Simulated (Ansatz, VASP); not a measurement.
# Cross-check of GaP between VASP and Ansatz

One calculation is typed for both programs; each brings its own data sets and cutoff. How far apart do they land?

Main program and level: Ansatz 0.2.0; plane waves, with VASP 6.6.1 beside it; band structure at r2SCANh and band structure at HSE03.

## 1. The starting structure

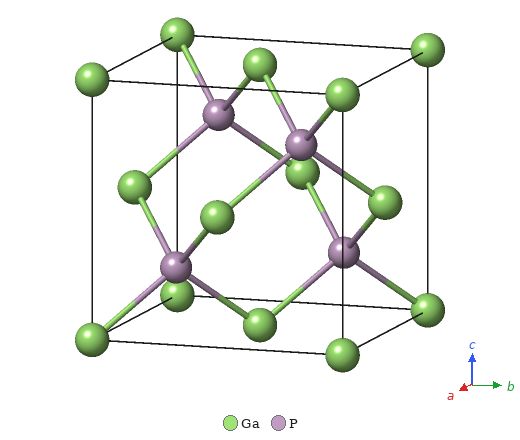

The starting structure, seen slightly off an axis (gallium green, phosphorus pink). This picture shows the conventional cell, with its axes. Bonds to atoms that aren't drawn are left out. Some periodic images of atoms are drawn too.

## 2. Ansatz: band structure, r2SCANh

Ansatz runs on its default PAW (the set named soft_2) files.

The same path points are solved in both programs, so levels can be compared one by one.

input.yaml reads:

```yaml
crystal:
  lattice:
    - [0.0, 2.72525, 2.72525]
    - [2.72525, 0.0, 2.72525]
    - [2.72525, 2.72525, 0.0]
  atoms:
    - { symbol: Ga, position: [0.0, 0.0, 0.0] }
    - { symbol: P, position: [0.25, 0.25, 0.25] }
hamiltonian:
  xc: r2scanh
  pseudopotentials: { kind: paw }
kpoints:
  mp_grid: { grid: [4, 4, 4] }
  band_path:
    path:
      - [0.0, 0.0, 0.0]
      - [0.4, 0.0, 0.4]
      - [0.5, 0.0, 0.5]
      - [0.5, 0.2, 0.7]
      - [0.4, 0.35, 0.75]
      - [0.15, 0.15, 0.3]
      - [0.2, 0.2, 0.2]
      - [0.55, 0.4, 0.55]
      - [0.6, 0.25, 0.65]
      - [0.5, 0.25, 0.75]
      - [0.5, 0.5, 0.5]
      - [0.375, 0.375, 0.75]
      - [0.5, 0.0, 0.5]
    npoints: 1
scf:
  occupations: { method: gaussian, width: 0.02 }
  n_extra_bands: 7
output:
  forces: true
  stress: true
  eigenvalues: true
```

The run is started by

```console
ansatz run input.yaml --threads 4 --pin off --max-ram 9216MiB --backend cpu --events-out ev --progress --plain --runs-dir out
```

Numbers of over 12 decimals in the logs are rounded to 6 here.

The program printed:

```text
Warning: output.stress: scf.convergence.dr2_threshold = 1e-7 eV (the SCF's general default) is looser than the 2e-10 eV advised for a printed stress (1e-10 eV for each atom of the cell: 2). What an SCF threshold leaves in a stress goes as its square root, and in the free energy as the threshold itself, and one threshold admits the most on a small cell: [figures from the program's tests cut] Set scf.convergence.dr2_threshold to 2e-10 eV or tighter. The threshold is an SCF's pass mark: one that does not reach it within its budget of iterations ends unconverged, or closes short of it on a stop that the run arms, and scf.convergence.dr2_threshold's page says what that costs each kind of run
Warning: output.stress: scf.exx.energy_threshold = 1e-6 eV is looser than the 2e-8 eV advised for a stress under a hybrid functional (1e-8 eV for each atom of the cell: 2). Every SCF of the exchange loop can meet its threshold on dr2 while the loop round them stops early: no threshold on dr2 bounds what that leaves in the stress. Set scf.exx.energy_threshold to 2e-8 eV or tighter. The threshold is the loop's pass mark: a loop that does not reach it within its budget of cycles ends unconverged, and scf.exx.energy_threshold's page has the law
scf.n_extra_bands = 7 over 9 filled bands (N_el = 18.0): the run solves 16 bands
Engine: ansatz 0.2.0, aarch64-unknown-linux-gnu
Pseudopotentials: kind: paw
Pseudopotential: Ga, paw, valence charge 13, recommended cutoff 500 eV (meta_gga), Ga.paw.azcp
Pseudopotential: P, paw, valence charge 5, recommended cutoff 500 eV (meta_gga), P.paw.azcp
Functional definition: r2SCANh
  parameter a = 0.1
  parameter k0 = 0.174
  parameter k1 = 0.065
  parameter a1 = 4.9479
  exchange = (1 - a)*r2scan_x(k0 = k0, k1 = k1, a1 = a1) + a*exact_x
  correlation = r2scan_c
Crystal: 2 atoms, lattice volume = 40.481 Å³
Basis set: ecut = 500 eV, 965 PW (Γ), exchange–correlation on 120×120×120 points (64 copies of the dense FFT grid, shifted against one another)
Bands: 16, of which v1, the nominal top of the filled ones, is band 9 counted from 1 (8 counted from 0)
Symmetry: 24 space group operations
Space group: F-43m (ITA 216), of the structure as read, at distance tolerance 3.4e-5 Å
k-points: 8 of 64 (time reversal used)
Non-local potential: Ga, projectors of the file, l = 0: 2, l = 1: 2, l = 2: 3, l = 3: 1
Non-local potential: P, projectors of the file, l = 0: 2, l = 1: 2, l = 2: 2
PAW form: soft (Blöchl's): semilocal exchange-correlation on the pseudo side does not see the compensation charge
PAW frozen core: Ga, regenerated for the run's functional, and the local potential with it (the file was generated under x = pbe(κ = 0.804, μ = 0.219515), c = pbe(β = 0.066725))
PAW frozen core: P, regenerated for the run's functional, and the local potential with it (the file was generated under x = pbe(κ = 0.804, μ = 0.219515), c = pbe(β = 0.066725))
PAW one-centre angular grid: Ga, 590 points (default); XC on 160 Gauss nodes
PAW one-centre angular grid: P, 302 points (default); XC on 160 Gauss nodes
Initial density: superposition of atomic densities (neutral atoms: chi_scale 0, normalization atom), corrected by the library's trained network
Initial wavefunctions: pseudopotential atomic-orbital guess
Functional: x = r2scan, c = r2scan; τ floored in thin density (d = 2e-4 eV/Å³), warm-up for x = 0.9 r2scan + 0.1 exact, c = r2scan; τ floored in thin density (d = 2e-4 eV/Å³)
SCF iter   1: F=—  HF=-4550.337346 eV  |F-HF|=—  |Δ(HF+E_count)|=         —  Δρ=8.76e-3  dr2=1.37e-2  dr2_τ=8.31e-3  ethr=1.77e-3  ⟨swp⟩=12.4  Hψ=648  notcnv=0
preconditioner: auto → none  [insulator: Δε(μ)=1.843 eV  Ē_g=19.079 eV  σ=0.020 eV  W_gap=1.00  n_scr=14 (ndim 8)  ℏωp=24.8 eV  f_vac=0.013  D(μ)=0.00/eV (n_scr^D=0)]
SCF iter   2: F=—  HF=-4550.352329 eV  |F-HF|=—  |Δ(HF+E_count)|=   1.50e-2  Δρ=2.62e-3  dr2=2.57e-3  dr2_τ=6.21e-5  ethr=7.58e-5  ⟨swp⟩=4.6  Hψ=449  notcnv=0
SCF iter   3: F=—  HF=-4550.351921 eV  |F-HF|=—  |Δ(HF+E_count)|=   4.08e-4  Δρ=2.11e-3  dr2=6.91e-4  dr2_τ=7.25e-6  ethr=1.43e-5  ⟨swp⟩=3.5  Hψ=315  notcnv=0
iter 4 solved again at ethr=9.07e-8 eV; its pass at ethr=3.84e-6 eV (dr2=1.63e-5 eV) is discarded
SCF iter   4: F=-4550.352203 eV  HF=-4550.352213 eV  |F-HF|=1.04e-5  |Δ(HF+E_count)|=   2.93e-4  Δρ=1.76e-4  dr2=1.83e-5  dr2_τ=2.83e-7  ethr=9.07e-8  ⟨swp⟩=4.0  Hψ=529  notcnv=0
SCF 1 stopped early in 4 iterations: F = -4550.352203 eV  dr2 = 1.83e-5
  greatest PAW one-centre occupation: 0.993 electrons in one spin orbital (limit 2), on the Ga atom at site 0 (counted from 0), in its partial waves of l = 2
Initial density: handed on by an earlier stage of this run
Initial wavefunctions: those handed on with the density
Functional: x = 0.9 r2scan + 0.1 exact, c = r2scan; τ floored in thin density (d = 2e-4 eV/Å³)
Frozen-core exchange: fock
SCF iter   1: F=—  HF=-4549.824149 eV  |F-HF|=—  |Δ(HF+E_count)|=         —  Δρ=3.89e-3  dr2=2.65e-3  dr2_τ=1.31e-5  ethr=1.02e-6  ⟨swp⟩=5.8  Hψ=582  notcnv=0
preconditioner: auto → none  [insulator: Δε(μ)=2.371 eV  Ē_g=20.266 eV  σ=0.020 eV  W_gap=1.00  n_scr=14 (ndim 8)  ℏωp=24.8 eV  f_vac=0.012  D(μ)=0.00/eV (n_scr^D=0)]
SCF iter   2: F=—  HF=-4549.823178 eV  |F-HF|=—  |Δ(HF+E_count)|=   9.71e-4  Δρ=7.59e-4  dr2=2.14e-4  dr2_τ=3.92e-6  ethr=1.02e-6  ⟨swp⟩=4.0  Hψ=374  notcnv=0
SCF iter   3: F=—  HF=-4549.823595 eV  |F-HF|=—  |Δ(HF+E_count)|=   4.17e-4  Δρ=4.99e-4  dr2=5.44e-5  dr2_τ=9.01e-7  ethr=1.02e-6  ⟨swp⟩=3.2  Hψ=234  notcnv=0  defer=1
SCF iter   4: F=—  HF=-4549.823593 eV  |F-HF|=—  |Δ(HF+E_count)|=   2.34e-6  Δρ=1.19e-4  dr2=6.24e-6  dr2_τ=5.16e-8  ethr=2.98e-7  ⟨swp⟩=2.0  Hψ=204  notcnv=0
SCF iter   5: F=—  HF=-4549.823593 eV  |F-HF|=—  |Δ(HF+E_count)|=   4.98e-7  Δρ=2.10e-5  dr2=5.51e-7  dr2_τ=1.97e-9  ethr=3.02e-8  ⟨swp⟩=3.1  Hψ=254  notcnv=0  defer=1
SCF iter   6: F=-4549.823596 eV  HF=-4549.823596 eV  |F-HF|=1.89e-7  |Δ(HF+E_count)|=   3.60e-6  Δρ=2.19e-5  dr2=2.79e-7  dr2_τ=4.87e-9  ethr=8.15e-10  ⟨swp⟩=4.2  Hψ=369  notcnv=0  defer=2
SCF 2 stopped early in 6 iterations: F = -4549.823596 eV  dr2 = 2.79e-7
  greatest PAW one-centre occupation: 0.994 electrons in one spin orbital (limit 2), on the Ga atom at site 0 (counted from 0), in its partial waves of l = 2
hybrid outer 1: dexx = +3.763e-4 eV, tail = 9.82e-7 eV
Frozen-core exchange: fock
SCF iter   1: F=—  HF=-4549.823583 eV  |F-HF|=—  |Δ(HF+E_count)|=         —  Δρ=1.01e-5  dr2=2.98e-8  dr2_τ=6.58e-10  ethr=2.73e-8  ⟨swp⟩=4.6  Hψ=291  notcnv=0
preconditioner: auto → none  [insulator: Δε(μ)=2.374 eV  Ē_g=20.207 eV  σ=0.020 eV  W_gap=1.00  n_scr=14 (ndim 8)  ℏωp=24.8 eV  f_vac=0.012  D(μ)=0.00/eV (n_scr^D=0)]
SCF iter   2: F=-4549.823583 eV  HF=-4549.823583 eV  |F-HF|=1.19e-9  |Δ(HF+E_count)|=   8.16e-9  Δρ=2.55e-6  dr2=4.89e-9  dr2_τ=1.09e-10  ethr=1.16e-10  ⟨swp⟩=4.0  Hψ=315  notcnv=0
SCF 3 converged in 2 iterations: F = -4549.823583 eV  dr2 = 4.89e-9
  Residual-converged pass: ⟨swp⟩=3.0  Hψ=218  notcnv=0  max |occ|·‖R‖ = 1.9e-6 eV (tolerance 2.4e-6 eV)  dr2=4.93e-9  dr2_τ=1.12e-10  dr2_onsite=1.85e-9  max |Δocc| = 0.0e0
hybrid outer 2: dexx = +1.504e-8 eV, tail = 1.37e-8 eV, Δε = 8.49e-4 eV (about 1.41e-4 eV left of the loop's levels)
NSCF: frozen V_eff on 13 k-points
hybrid SCF converged: 2 outer / 8 inner (+4 warm-up), last move |dexx| = 1.50e-8 eV, tail = 1.37e-8 eV
Stability not checked: this state was not tested for a lower state beside it, because the functional holds exact exchange (a hybrid, or Hartree-Fock), whose exchange loop this test does not read (fock_operator; see scf.lower_state_search)
Free energy (F): -4549.823583 eV
Frozen-core exchange: fock
Harris-Foulkes:  -4549.823583 eV  (|F-HF|=1.19e-9)
Internal energy: -4549.823583 eV  (E = F + TS)
E sigma→0 (E₀):  -4549.823583 eV
Fermi energy:    7.839598 eV
--- Per-component energies (eV) ---
  E_band       = -83.993222
  E_kinetic    = 185.629845
  E_local      = -2204.587914  (includes V_loc(G=0)·N_el)
  E_nonlocal   = 461.188191
  E_hartree    = 1022.612005
  E_xc         = -110.181395
  E_vxc        = -112.944224  (∫ρ·V_xc dr)
  E_exx        = -25.486596  (= α·E_x^exact, valence–valence)
  E_paw        = -2565.705264  (= ΣΔE_a)
  E_vpaw       = -412.603886  (= ΣTr[D̂ρ^β])
  E_aug_tail   = -0.000042  (compensation charges beyond the density's cutoff)
  E_vtau       = 5.074769  (kinetic-family band-sum trace: ∫τ·v_τ [+ j·A + Jᵃ·Aᵃ] dr)
  E_ewald      = -1312.644944
  E_core_change = -0.647470  (= ΣΔE_core)
  E_smearing   = -0.000000  (= −TS)
  E_closure    = 0.000000  (closes the sum)
  Σ components = -4549.823583   (vs F -4549.823583, Δ=9.09e-13)
--- Forces (eV/Å), atoms counted from 1 ---
  atom   1  Ga     0.00000000    -0.00000000    -0.00000000
  atom   2  P     -0.00000000     0.00000000    -0.00000000
  max |Σ_I F_I| component: 1.48e-16 eV/Å
--- Stress (GPa, compression-positive) ---
        0.103214      -0.000000      -0.000000
       -0.000000       0.103214       0.000000
       -0.000000       0.000000       0.103214
  P = ⅓ Tr σ = 0.1032 GPa (1.032 kbar)
--- Band table (eV; the first three rows and the last of 8) ---
  k-point 0: bands = [... 5 lower, -6.8378, 6.6525, 6.6525, 6.6525, 9.5907, 11.3941, 11.3941, 11.3941, ... 3 higher]
  k-point 1: bands = [... 5 lower, -6.0076, 2.5540, 5.9412, 5.9412, 9.7519, 12.3112, 12.3112, 14.1626, ... 3 higher]
  k-point 2: bands = [... 5 lower, -4.6247, -0.4525, 5.4403, 5.4403, 9.2331, 12.2633, 12.2633, 16.0446, ... 3 higher]
  k-point 7: bands = [... 5 lower, -3.5612, -0.3203, 2.8052, 2.9922, 12.2240, 12.6039, 13.7585, 13.8435, ... 3 higher]
```

Elapsed: 16 s, on 4 threads of Arm Neoverse V2, shared host; peak memory 0.71 GiB.

## 3. VASP: band structure, r2SCANh

The same cell, functional, mesh and smearing now go to VASP, with its own data sets and cutoff.

Lines of VASP's logs that name or quote its potential files are left out, and so is its time.

INCAR reads:

```
SYSTEM = GaP
PREC = Accurate
ENCUT = 400
EDIFF = 1E-06
NELM = 100
ISMEAR = 0
SIGMA = 0.02
LREAL = .FALSE.
ALGO = Normal
LHFCALC = .TRUE.
AEXX = 0.1
METAGGA = R2SCAN
LASPH = .TRUE.
NBANDS = 15
PRECFOCK = Fast
HFRCUT = -1
LORBIT = 11
LWAVE = .FALSE.
LCHARG = .FALSE.
KPAR = 4
```

POSCAR reads:

```
GaP
1.0
    0.0000000000      2.7252500000      2.7252500000
    2.7252500000      0.0000000000      2.7252500000
    2.7252500000      2.7252500000      0.0000000000
Ga P
1 1
Direct
    0.0000000000      0.0000000000      0.0000000000
    0.2500000000      0.2500000000      0.2500000000
```

KPOINTS reads:

```
Automatic mesh
0
Gamma
4 4 4
0 0 0
```

KPOINTS_OPT reads:

```
Line mode
6
Line-mode
Reciprocal
  0.00000000   0.00000000   0.00000000 GAMMA
  0.50000000   0.00000000   0.50000000 X

  0.50000000   0.00000000   0.50000000 X
  0.50000000   0.25000000   0.75000000 W

  0.50000000   0.25000000   0.75000000 W
  0.37500000   0.37500000   0.75000000 K

  0.37500000   0.37500000   0.75000000 K
  0.00000000   0.00000000   0.00000000 GAMMA

  0.00000000   0.00000000   0.00000000 GAMMA
  0.50000000   0.50000000   0.50000000 L

  0.50000000   0.50000000   0.50000000 L
  0.62500000   0.25000000   0.62500000 U

  0.62500000   0.25000000   0.62500000 U
  0.50000000   0.25000000   0.75000000 W

  0.50000000   0.25000000   0.75000000 W
  0.50000000   0.50000000   0.50000000 L

  0.50000000   0.50000000   0.50000000 L
  0.37500000   0.37500000   0.75000000 K

  0.62500000   0.25000000   0.62500000 U
  0.50000000   0.00000000   0.50000000 X
```

The projector-augmented-wave data sets are Ga_d and P (PBE family, release 64).

The run is started by

```console
mpirun -np 4 vasp_std
```

The program printed:

```text
[banner, memory and clock lines left out]
running    4 mpi-ranks, on    1 nodes
 distrk:  each k-point on    1 cores,    4 groups
 distr:  one band on    1 cores,    1 groups

 POSCAR found type information on POSCAR GaP
 POSCAR found :  2 types and       2 ions
|                                                                             |
|               ----> ADVICE to this user running VASP <----                  |
|                                                                             |
|     You enforced a specific xc type in the INCAR file but a different       |
|     [... a line on the potential file left out ...]
|     I HOPE YOU KNOW WHAT YOU ARE DOING!                                     |
|                                                                             |

 LDA part: xc-table for (None), standard interpolation
 found WAVECAR, reading the header
 POSCAR, INCAR and KPOINTS ok, starting setup
 FFT: planning ... GRIDC
 FFT: planning ... GRID_SOFT
 FFT: planning ... GRID
 HFRCUT set to (new)   8.520141
 reading WAVECAR
 the WAVECAR file was read successfully
 initial charge from wavefunction
 entering main loop
       N       E                     dE             d eps       ncg     rms          rms(c)
DAV:   1    -0.211775733956E+02   -0.21178E+02   -0.56626E-01   283   0.135E+01    0.161E+00
DAV:   2    -0.211678940553E+02    0.96793E-02   -0.47496E-02   329   0.410E+00    0.122E+00
DAV:   3    -0.211679462561E+02   -0.52201E-04   -0.42672E-03   311   0.121E+00    0.762E-01
DAV:   4    -0.211681397698E+02   -0.19351E-03   -0.65899E-04   319   0.247E-01    0.440E-01
DAV:   5    -0.211681761364E+02   -0.36367E-04   -0.34120E-05   261   0.568E-02    0.264E-01
DAV:   6    -0.211681903173E+02   -0.14181E-04   -0.10443E-05   303   0.311E-02    0.159E-01
DAV:   7    -0.211681968398E+02   -0.65226E-05   -0.32986E-06   275   0.180E-02    0.954E-02
DAV:   8    -0.211681997590E+02   -0.29192E-05   -0.10737E-06   197   0.108E-02    0.572E-02
DAV:   9    -0.211682011632E+02   -0.14042E-05   -0.58925E-07   127   0.779E-03    0.341E-02
DAV:  10    -0.211682018354E+02   -0.67218E-06   -0.30356E-07   120   0.571E-03
   1 F= -.21168202E+02 E0= -.21168202E+02  d E =-.227169E-27
 Start KPOINTS_OPT (optional k-point list driver)
k-point batch [1-8\60]
       N       E                     dE             ncg
DAV:   1    -0.272943553264E+03   -0.30579E+04      248
DAV:   2    -0.942252480183E+03   -0.66931E+03      254
DAV:   3    -0.991770634351E+03   -0.49518E+02      303
DAV:   4    -0.992714464338E+03   -0.94383E+00      303
DAV:   5    -0.992732368389E+03   -0.17904E-01      331
DAV:   6    -0.992733013547E+03   -0.64516E-03      394
DAV:   7    -0.992733019637E+03   -0.60896E-05      337
DAV:   8    -0.992733019828E+03   -0.19149E-06      268
[...]
k-point batch [57-60\60]
       N       E                     dE             ncg
DAV:   1     0.226578392438E+04   -0.26153E+04      120
DAV:   2     0.193783396550E+04   -0.32795E+03      127
DAV:   3     0.191568474432E+04   -0.22149E+02      148
DAV:   4     0.191530063162E+04   -0.38411E+00      176
DAV:   5     0.191529365234E+04   -0.69793E-02      155
DAV:   6     0.191529325171E+04   -0.40063E-03      208
DAV:   7     0.191529324917E+04   -0.25382E-05      176
DAV:   8     0.191529324915E+04   -0.17452E-07      144
```

From OUTCAR (step 3):

```text
ion  position               nearest neighbor table
   1  0.000  0.000  0.000-   2 2.36   2 2.36   2 2.36   2 2.36
   2  0.250  0.250  0.250-   1 2.36   1 2.36   1 2.36   1 2.36

  LATTYP: Found a face centered cubic cell.
 ALAT       =     5.4505000000

 Subroutine GETGRP returns: Found 24 space group operations
 (whereof 24 operations were pure point group operations)

The static configuration has the point symmetry T_d .

 Found      8 irreducible k-points:

   k-points           NKPTS =      8   k-points in BZ     NKDIM =     64   number of bands    NBANDS=     15

   dimension x,y,z NGX =    28 NGY =   28 NGZ =   28
   dimension x,y,z NGXF=    56 NGYF=   56 NGZF=   56

   ENCUT  =  400.0 eV  29.40 Ry    5.42 a.u.   6.29  6.29  6.29*2*pi/ulx,y,z

   NELECT =      18.0000    total number of electrons

 k-points in reciprocal lattice and weights: Automatic mesh
   0.00000000  0.00000000  0.00000000       0.016
   0.25000000  0.00000000  0.00000000       0.125
   0.50000000  0.00000000  0.00000000       0.062
   0.25000000  0.25000000  0.00000000       0.094
   0.50000000  0.25000000  0.00000000       0.375
  -0.25000000  0.25000000  0.00000000       0.188
   0.50000000  0.50000000  0.00000000       0.047
  -0.25000000  0.50000000  0.25000000       0.094

  exchange ACFDT corr.  =         0.00000000  see jH, gK, PRB 81, 115126

 average (electrostatic) potential at core
       1 -66.6580       2 -84.4153

 E-fermi :   4.3639

 k-point     1 :       0.0000    0.0000    0.0000
  band No.  band energies     occupation
    ...
      5     -11.6843      2.00000
      6      -9.2845      2.00000
      7       4.2141      2.00000
      8       4.2141      2.00000
      9       4.2141      2.00000
     10       7.1393      0.00000
     11       8.9738      0.00000
     12       8.9739      0.00000
     13       8.9739      0.00000
     14      14.2506      0.00000
    ...

 k-point     2 :       0.2500    0.0000    0.0000
  band No.  band energies     occupation
    ...
      5     -11.6835      2.00000
      6      -8.4406      2.00000
      7       0.1181      2.00000
      8       3.5020      2.00000
      9       3.5020      2.00000
     10       7.3156      0.00000
     11       9.8906      0.00000
     12       9.8907      0.00000
     13      11.7196      0.00000
     14      14.3016      0.00000
    ...

 k-point     3 :       0.5000    0.0000    0.0000
  band No.  band energies     occupation
    ...
      5     -11.6781      2.00000
      6      -7.0660      2.00000
      7      -2.8867      2.00000
      8       3.0026      2.00000
      9       3.0026      2.00000
     10       6.7948      0.00000
     11       9.8464      0.00000
     12       9.8464      0.00000
     13      13.6146      0.00000
     14      16.5264      0.00000
    ...

  energy-cutoff  :      400.00
  volume of cell :       40.48
      direct lattice vectors                 reciprocal lattice vectors
     0.000000000  2.725250000  2.725250000    -0.183469406  0.183469406  0.183469406
     2.725250000  0.000000000  2.725250000     0.183469406 -0.183469406  0.183469406
     2.725250000  2.725250000  0.000000000     0.183469406  0.183469406 -0.183469406

 POSITION                                       TOTAL-FORCE (eV/Angst)
 -----------------------------------------------------------------------------------
      0.00000      0.00000      0.00000         0.000000      0.000000      0.000000
      1.36262      1.36262      1.36262        -0.000000     -0.000000     -0.000000
 -----------------------------------------------------------------------------------
    total drift:                                0.000143      0.000025      0.000066

  FREE ENERGIE OF THE ION-ELECTRON SYSTEM (eV)
  ---------------------------------------------------
  free  energy   TOTEN  =       -21.1682018354 eV

  energy  without entropy=      -21.1682018354  energy(sigma->0) =      -21.16820184

 total charge
# of ion       s       p       d       tot
------------------------------------------
    1        0.810   0.854  10.025  11.690
    2        0.999   1.567   0.000   2.566
--------------------------------------------------
tot          1.809   2.421  10.025  14.256

[... 3 further parts left out ...]
```

[end of part 1 of 2]

[Lines on the potential files, build, host, timing and source positions are cut from VASP's logs without a mark.]

[Logs are printed without paths, hosts, clocks, repeated set-up lines and the standing remarks that a program may print on its own settings, such as how far it seeks lower states.]

[Hosts, paths, dates, database ids (printed as entryN), source tags and the programs' standing remarks are cut or masked in the printed files.]
